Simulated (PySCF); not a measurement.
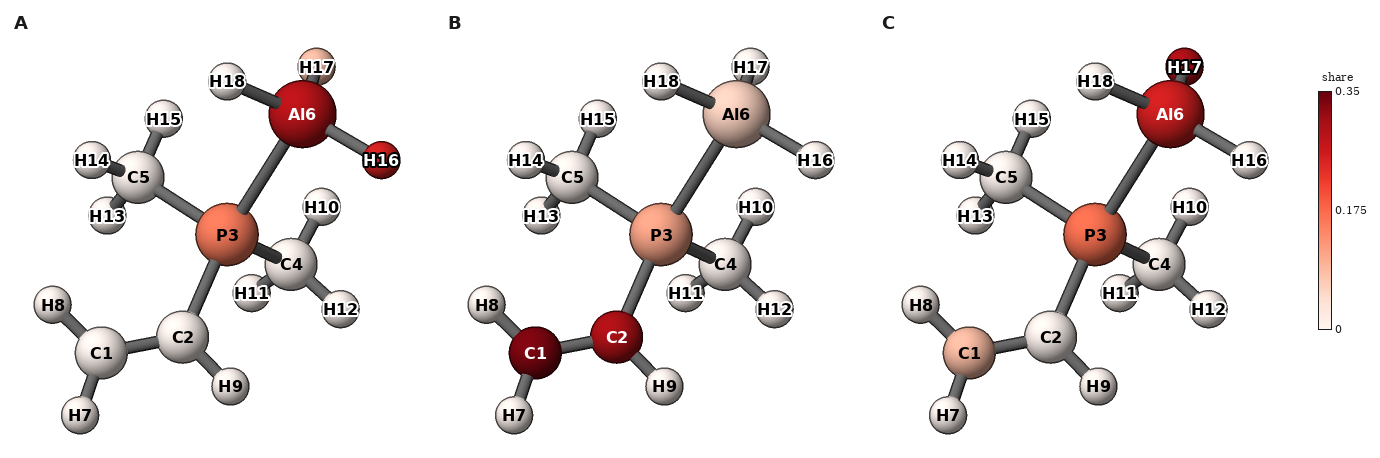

Each panel colours the atoms by their Löwdin share in one orbital (up to four of the largest shares; other atoms are shown as zero). The computed structure is the end point of a GFN2-xTB optimisation. No frequency run is at hand to confirm it as a minimum. Method: B3LYP/def2-SVPD (PySCF 2.14.0).

The panels show the HOMO−2, HOMO, LUMO, in some order. Which is which?

Answer. A: HOMO, −7.29 eV; Al6 0.28, H16 0.25, P3 0.15, H17 0.08
B: LUMO, −1.32 eV; C1 0.33, C2 0.29, P3 0.11, Al6 0.06
C: HOMO−2, −7.47 eV; H17 0.29, Al6 0.25, P3 0.17, C1 0.08

The geometry is semi-empirical. Around Al, P such bond lengths and angles can be off by a tenth of an ångström or more and by several degrees, and values that hang on the shape move with them.
